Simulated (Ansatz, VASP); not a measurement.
## Cross-check of SiW6C2 between VASP and Ansatz

Wanted: the spread between two codes on one cell, functional and k mesh. The cell is invented: As first built, before any earlier steps moved the atoms: it takes the W2C structure with some of its atoms replaced by other elements, volume scaled by an estimate. It may not be a known or stable phase. The cell comes out of the VASP series on this material, whose earlier steps may have relaxed, scaled or displaced it; both programs get it as it stands.

Program: Ansatz 0.2.0. Level of theory: plane waves, with VASP 6.6.1 beside it; relaxation of cell and atoms at PBE. Results are calculated unless marked as measured.

**1. Starting point**

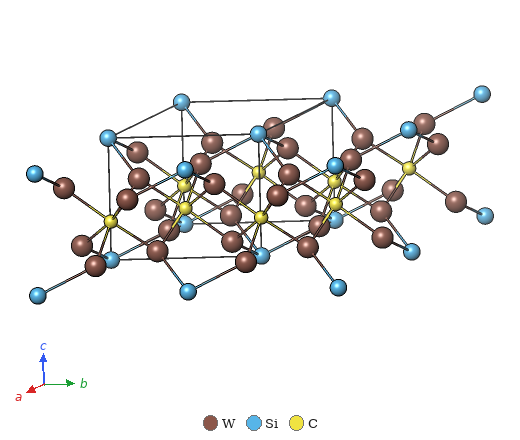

The cell as given, slightly off an axis (tungsten brown, silicon blue, carbon yellow). 2×2×1 cells are drawn. Some periodic images of atoms are drawn too.

Structure file:

```cif
data_structure
_symmetry_space_group_name_H-M 'P-31m'
_symmetry_Int_Tables_number 162
_cell_length_a 5.6325
_cell_length_b 5.6325
_cell_length_c 4.7290
_cell_angle_alpha 90.000
_cell_angle_beta 90.000
_cell_angle_gamma 120.000
_cell_volume 129.93
loop_
_atom_site_label
_atom_site_type_symbol
_atom_site_symmetry_multiplicity
_atom_site_Wyckoff_symbol
_atom_site_fract_x
_atom_site_fract_y
_atom_site_fract_z
_atom_site_occupancy
W1 W 6 k 0.61085 0.61085 0.23094 1
Si1 Si 1 a 0.00000 0.00000 0.00000 1
C1 C 2 d 0.66667 0.33333 0.50000 1
```

**2. Ansatz: relaxation of cell and atoms, PBE**

Ansatz runs on its default PAW (the set named soft_2) files.

The relaxed volume is the usual yardstick between codes: its relative difference is about their pressure difference at one cell divided by the bulk modulus.

Input file input.yaml:

```yaml
crystal:
  lattice:
    - [5.632475836, -3.12e-08, 0.0]
    - [-2.816238474, 4.8778676717, 0.0]
    - [0.0, 0.0, 4.7290422686]
  atoms:
    - { symbol: W, position: [0.6108549956, 0.6108549954, 0.2309387389] }
    - { symbol: W, position: [0.3891450044, 0.3891450046, 0.7690612611] }
    - { symbol: W, position: [0.0, 0.3891450048, 0.2309387389] }
    - { symbol: W, position: [0.3891450043, 0.9999999998, 0.2309387389] }
    - { symbol: W, position: [0.6108549957, 2.0e-10, 0.7690612611] }
    - { symbol: W, position: [1.0, 0.6108549952, 0.7690612611] }
    - { symbol: Si, position: [0.0, 0.0, 0.0] }
    - { symbol: C, position: [0.66666667, 0.33333333, 0.5] }
    - { symbol: C, position: [0.33333333, 0.66666667, 0.5] }
hamiltonian:
  xc: pbe
  pseudopotentials: { kind: paw }
kpoints:
  mp_grid: { grid: [6, 6, 6] }
scf:
  occupations: { method: fermi_dirac, width: 0.05 }
relax:
  f_tol: 0.01
  max_steps: 60
  cell: { stress_tol: 0.05 }
output:
  forces: true
  stress: true
```

Launch:

```
ansatz run input.yaml --threads 4 --pin off --max-ram 9216MiB --backend cpu --events-out ev --progress --plain --runs-dir out
```

Numbers of over 12 decimals in the logs are rounded to 6 here.

Output:

```text
Warning: the atoms were moved onto the symmetric positions of the space group found under crystal.symmetry.tolerance 1.0e-5 (fractional; no operation is sought that the atoms, as they stand in a round, miss by more than twice it, and no atom is moved by as much as it), and the run uses the moved positions. Before a round's move an operation carried an atom to 5.63e-8 Å from where it should land, the largest such dist [...]
Engine: ansatz 0.2.0, x86_64-unknown-linux-gnu
Pseudopotentials: kind: paw
Pseudopotential: W, paw, valence charge 14, recommended cutoff 420 eV (normal), W.paw.azcp
Pseudopotential: Si, paw, valence charge 4, recommended cutoff 420 eV (normal), Si.paw.azcp
Pseudopotential: C, paw, valence charge 4, recommended cutoff 420 eV (normal), C.paw.azcp
Functional definition: PBE
  parameter kappa = 0.804
  parameter beta = 0.066725
  exchange = pbe_x(kappa = kappa, mu = beta*pi^2/3)
  correlation = pbe_c(beta = beta)
Crystal: 9 atoms, lattice volume = 129.928 Å³
Basis set: ecut = 420 eV, 2571 PW (Γ), exchange–correlation on 80×80×64 points (8 copies of the dense FFT grid, shifted against one another)
Bands: 58, of which v1, the nominal top of the filled ones, is band 48 counted from 1 (47 counted from 0)
Symmetry: 12 space group operations
Space group: P-31m (ITA 162), of the structure as read, at distance tolerance 5.1e-5 Å
k-points: 34 of 216
Non-local potential: W, projectors of the file, l = 0: 3, l = 1: 2, l = 2: 2, l = 3: 1
Non-local potential: Si, projectors of the file, l = 0: 2, l = 1: 2, l = 2: 2
Non-local potential: C, projectors of the file, l = 0: 2, l = 1: 2, l = 2: 1
PAW form: soft (Blöchl's): semilocal exchange-correlation on the pseudo side does not see the compensation charge
PAW one-centre angular grid: W, 590 points (default); XC on 64 Gauss nodes
PAW one-centre angular grid: Si, 110 points (default); XC on 64 Gauss nodes
PAW one-centre angular grid: C, 110 points (default); XC on 64 Gauss nodes
Initial density: superposition of atomic densities (neutral atoms: chi_scale 0, normalization atom), corrected by the library's trained network
Initial wavefunctions: pseudopotential atomic-orbital guess
Functional: x = pbe(κ = 0.804, μ = 0.219515), c = pbe(β = 0.066725)
SCF iter   1: F=—  HF=-63444.329393 eV  |F-HF|=—  |Δ(HF+E_count)|=         —  Δρ=9.12e-3  dr2=6.48e-2  ethr=1.77e-3  ⟨swp⟩=6.6  Hψ=7772  notcnv=0  defer=4
preconditioner: auto → Kerker (q_TF=auto, 2.594 Å⁻¹)  [metal: Δε(μ)=0.043 eV  Ē_g=6.228 eV  σ=0.050 eV  W_gap=0.21  n_scr=32 (ndim 8)  ℏωp=22.6 eV  f_vac=0.000  D(μ)=3.00/eV (n_scr^D=20)]
SCF iter   2: F=—  HF=-63444.323115 eV  |F-HF|=—  |Δ(HF+E_count)|=   6.28e-3  Δρ=5.20e-3  dr2=2.19e-2  ethr=6.75e-5  ⟨swp⟩=1.5  Hψ=2322  notcnv=0  defer=13
SCF iter   3: F=—  HF=-63444.321244 eV  |F-HF|=—  |Δ(HF+E_count)|=   1.87e-3  Δρ=5.69e-4  dr2=4.68e-4  ethr=2.28e-5  ⟨swp⟩=2.0  Hψ=2623  notcnv=0  defer=13
SCF iter   4: F=—  HF=-63444.321240 eV  |F-HF|=—  |Δ(HF+E_count)|=   4.07e-6  Δρ=1.34e-4  dr2=2.47e-5  ethr=4.87e-7  ⟨swp⟩=2.0  Hψ=2715  notcnv=0  defer=14
SCF iter   5: F=—  HF=-63444.321306 eV  |F-HF|=—  |Δ(HF+E_count)|=   6.60e-5  Δρ=2.55e-5  dr2=1.27e-6  ethr=2.57e-8  ⟨swp⟩=2.0  Hψ=2637  notcnv=0  defer=16
SCF iter   6: F=-63444.321306 eV  HF=-63444.321306 eV  |F-HF|=2.42e-8  |Δ(HF+E_count)|=   1.36e-7  Δρ=6.47e-6  dr2=6.62e-8  ethr=1.04e-10  ⟨swp⟩=5.1  Hψ=7645  notcnv=0
SCF 1 converged in 6 iterations: F = -63444.321306 eV  dr2 = 6.62e-8
  greatest PAW one-centre occupation: 1.000 electrons in one spin orbital (limit 2), on the W atom at site 5 (counted from 0), in its partial waves of l = 0
relax step   1: F+E_penalty+E_count = -63444.32130566 eV  Δ(F+E_penalty+E_count) = +0.000e0 eV  max|allowed force component| = 2.457e-1 eV/Å  Δτ_max = 0.0000 Å  P = +1.635 GPa  Ω = 129.928 Å³  (6 SCF iters, dr2 threshold 1.00e-7 eV, accepted)
[...]
relax step   2: F+E_penalty+E_count = -63444.31834800 eV  Δ(F+E_penalty+E_count) = +2.958e-3 eV  max|allowed force component| = 1.736e-1 eV/Å  Δτ_max = 0.0180 Å  P = -2.616 GPa  Ω = 131.402 Å³  energy of the carried Pulay correction = -1.284e-3 eV  (6 SCF iters, dr2 threshold 9.00e-7 eV, rejected (line search))
[...]
relax step   3: F+E_penalty+E_count = -63444.33367774 eV  Δ(F+E_penalty+E_count) = -1.237e-2 eV  max|allowed force component| = 2.291e-2 eV/Å  Δτ_max = 0.0094 Å  P = -0.152 GPa  Ω = 130.454 Å³  energy of the carried Pulay correction = -4.594e-4 eV  (8 SCF iters, accepted)
[...]
relax step   4: F+E_penalty+E_count = -63444.33381189 eV  Δ(F+E_penalty+E_count) = -1.341e-4 eV  max|allowed force component| = 9.466e-3 eV/Å  Δτ_max = 0.0006 Å  P = -0.083 GPa  Ω = 130.403 Å³  energy of the carried Pulay correction = -4.154e-4 eV  (6 SCF iters, dr2 threshold 7.59e-8 eV, accepted)
[...]
relax step   5: F+E_penalty+E_count = -63444.33387374 eV  Δ(F+E_penalty+E_count) = -6.185e-5 eV  max|allowed force component| = 1.269e-3 eV/Å  Δτ_max = 0.0004 Å  P = -0.003 GPa  Ω = 130.357 Å³  energy of the carried Pulay correction = -3.753e-4 eV  (6 SCF iters, dr2 threshold 2.11e-8 eV, accepted)
[...]
relax step   6: F+E_penalty+E_count = -63444.33423128 eV  Δ(F+E_penalty+E_count) = -3.575e-4 eV  max|allowed force component| = 1.289e-3 eV/Å  Δτ_max = 0.0000 Å  P = -0.001 GPa  Ω = 130.357 Å³  stress off target by 1.26e-2 GPa  SCF on the basis re-selected at this cell (its energy is not comparable with the rows above)  (8 SCF iters)
basis re-selected at this cell: Δ(F+E_penalty+E_count) = -3.575e-4 eV, ΔP = +0.002 GPa vs the last step (what re-selecting the basis moved, of the pressure what is left beyond the Pulay correction that the steps carried, after the strain that the cell walked since its last selection, with what the two solves' SCF thresholds leave and, on support functions, any second-order correction that the steps lacked; it is no m [...]
SCF converged after 8 iterations
Free energy (F): -63444.334231 eV
Harris-Foulkes:  -63444.334231 eV  (|F-HF|=0.00e0)
Internal energy: -63444.310546 eV  (E = F + TS)
E sigma→0 (E₀):  -63444.322388 eV
Entropy (-TS):   -0.023686 eV (-2.632 meV/atom)
Fermi energy:    18.640587 eV
--- Per-component energies (eV) ---
  E_band       = -701.438616
  E_kinetic    = 2923.476991
  E_local      = -5066.766106  (includes V_loc(G=0)·N_el)
  E_nonlocal   = 86.209501
  E_hartree    = 1860.829695
  E_xc         = -1753.272343
  E_vxc        = -1599.129460  (∫ρ·V_xc dr)
  E_paw        = -52086.993280  (= ΣΔE_a)
  E_vpaw       = -766.888579  (= ΣTr[D̂ρ^β])
  E_aug_tail   = -0.000354  (compensation charges beyond the density's cutoff)
  E_ewald      = -9407.794650
  E_smearing   = -0.023686  (= −TS)
  E_closure    = 0.000000  (closes the sum)
  Σ components = -63444.334231   (vs F -63444.334231, Δ=0.00e0)
--- Forces (eV/Å), atoms counted from 1 ---
  atom   1  W     -0.00064449    -0.00111630    -0.00035210
  atom   2  W      0.00064449     0.00111630     0.00035210
  atom   3  W     -0.00064449     0.00111630    -0.00035210
  atom   4  W      0.00128899     0.00000000    -0.00035210
  atom   5  W     -0.00128899    -0.00000000     0.00035210
  atom   6  W      0.00064449    -0.00111630     0.00035210
  atom   7  Si     0.00000000    -0.00000000     0.00000000
  atom   8  C     -0.00000000     0.00000000    -0.00000000
  atom   9  C      0.00000000    -0.00000000     0.00000000
  max |Σ_I F_I| component: 1.85e-17 eV/Å
--- Stress (GPa, compression-positive) ---
       -0.007696       0.000000       0.000000
        0.000000      -0.007696      -0.000000
        0.000000      -0.000000       0.012577
  P = ⅓ Tr σ = -0.0009 GPa (-0.009 kbar)
--- Relaxed structure (5 steps of the walk, 4 accepted, 1 SCFs on fresh bases) ---
  F+E_penalty+E_count = -63444.33423128 eV   max|allowed force component| = 1.289e-3 eV/Å   (the final SCF, on the basis selected at the relaxed cell)
  cell:  # Å, volume = 130.3571 Å³
    - [5.632164, 3.0538981954982607e-7, 0]
    - [-2.816082, 4.877597, 0]
    - [0, 0, 4.745190]
  atoms:
    - { symbol: W, position: [0.611982, 0.611982, 0.232689] }
    - { symbol: W, position: [0.388018, 0.388018, 0.767311] }
    - { symbol: W, position: [-2.7755575615628914e-17, 0.388018, 0.232689] }
    - { symbol: W, position: [0.388018, 1.000000, 0.232689] }
    - { symbol: W, position: [0.611982, -7.986944974901715e-18, 0.767311] }
    - { symbol: W, position: [1.000000, 0.611982, 0.767311] }
    - { symbol: Si, position: [0, 0, 0] }
    - { symbol: C, position: [0.666667, 0.333333, 0.500000] }
    - { symbol: C, position: [0.333333, 0.666667, 0.500000] }
```

Wall time 14 s (4 threads of Intel Xeon Platinum 8488C (Sapphire Rapids), shared host); peak memory 0.69 GiB.

**3. VASP: relaxation of cell and atoms, PBE**

The same cell, functional, mesh and smearing now go to VASP, with its own data sets and cutoff.

Lines of VASP's logs that name or quote its potential files are left out, and so is its time.

Input file INCAR:

```
SYSTEM = SiW6C2
PREC = Accurate
ENCUT = 520
EDIFF = 1E-06
NELM = 100
ISMEAR = -1
SIGMA = 0.05
LREAL = .FALSE.
ALGO = Normal
GGA = PE
LORBIT = 11
LWAVE = .FALSE.
LCHARG = .FALSE.
KPAR = 4
IBRION = 2
NSW = 60
ISIF = 3
EDIFFG = -0.01
```

Input file POSCAR:

```
SiW6C2
1.0
    5.6324758360     -0.0000000312      0.0000000000
   -2.8162384740      4.8778676717      0.0000000000
    0.0000000000      0.0000000000      4.7290422686
W Si C
6 1 2
Direct
    0.6108549956      0.6108549954      0.2309387389
    0.3891450044      0.3891450046      0.7690612611
    0.0000000000      0.3891450048      0.2309387389
    0.3891450043      0.9999999998      0.2309387389
    0.6108549957      0.0000000002      0.7690612611
    1.0000000000      0.6108549952      0.7690612611
    0.0000000000      0.0000000000      0.0000000000
    0.6666666700      0.3333333300      0.5000000000
    0.3333333300      0.6666666700      0.5000000000
```

Input file KPOINTS:

```
Automatic mesh
0
Gamma
6 6 6
0 0 0
```

Potentials, in the order of the species: W, Si and C (PBE family, release 64).

Launch:

```
mpirun -np 4 vasp_std
```

Output:

```text
[banner, memory and clock lines left out]
running    4 mpi-ranks, on    1 nodes
 distrk:  each k-point on    1 cores,    4 groups
 distr:  one band on    1 cores,    1 groups

 POSCAR found type information on POSCAR W SiC
 POSCAR found :  3 types and       9 ions
 LDA part: xc-table for (Slater+PW92), standard interpolation
 POSCAR, INCAR and KPOINTS ok, starting setup
 FFT: planning ... GRIDC
 FFT: planning ... GRID_SOFT
 FFT: planning ... GRID
 WAVECAR not read
 entering main loop
       N       E                     dE             d eps       ncg     rms          rms(c)
DAV:   1     0.198427309587E+03    0.19843E+03   -0.21447E+04  1972   0.147E+03
DAV:   2    -0.780659717983E+02   -0.27649E+03   -0.26490E+03  2407   0.353E+02
DAV:   3    -0.107892302568E+03   -0.29826E+02   -0.28425E+02  2912   0.885E+01
DAV:   4    -0.109210516159E+03   -0.13182E+01   -0.12782E+01  2720   0.191E+01
DAV:   5    -0.109260395466E+03   -0.49879E-01   -0.49023E-01  2782   0.342E+00    0.590E+01
DAV:   6    -0.100395917235E+03    0.88645E+01   -0.44034E+01  2556   0.281E+01    0.262E+01
DAV:   7    -0.997316451982E+02    0.66427E+00   -0.40367E+00  2336   0.119E+01    0.853E+00
DAV:   8    -0.996696360331E+02    0.62009E-01   -0.56522E-01  2814   0.408E+00    0.603E-01
DAV:   9    -0.996603170889E+02    0.93189E-02   -0.60251E-02  2488   0.113E+00    0.323E-01
DAV:  10    -0.996599042750E+02    0.41281E-03   -0.52202E-03  2606   0.463E-01    0.151E-01
DAV:  11    -0.996597993948E+02    0.10488E-03   -0.11198E-03  2779   0.157E-01    0.641E-02
DAV:  12    -0.996597999532E+02   -0.55843E-06   -0.20220E-04  2622   0.664E-02    0.283E-02
DAV:  13    -0.996597990083E+02    0.94490E-06   -0.17304E-05  2475   0.249E-02    0.697E-03
DAV:  14    -0.996597976684E+02    0.13399E-05   -0.59915E-06  2147   0.105E-02    0.415E-03
DAV:  15    -0.996597976735E+02   -0.50650E-08   -0.11068E-06  1496   0.647E-03
   1 F= -.99659798E+02 E0= -.99647429E+02  d E =-.996598E+02
 curvature:   0.00 expect dE= 0.000E+00 dE for cont linesearch  0.000E+00
 trial: gam= 0.00000 g(F)=  0.449E-05 g(S)=  0.135E-04 ort = 0.000E+00 (trialstep = 0.100E+01)
 search vector abs. value=  0.180E-04
 reached required accuracy - stopping structural energy minimisation
```

[end of part 1 of 2]

[Lines on the potential files, build, host, timing and source positions are cut from VASP's logs without a mark.]

[Logs are printed without paths, hosts, clocks, repeated set-up lines and the standing remarks that a program may print on its own settings, such as how far it seeks lower states.]

[Hosts, paths, dates, database ids (printed as entryN), source tags and the programs' standing remarks are cut or masked in the printed files.]
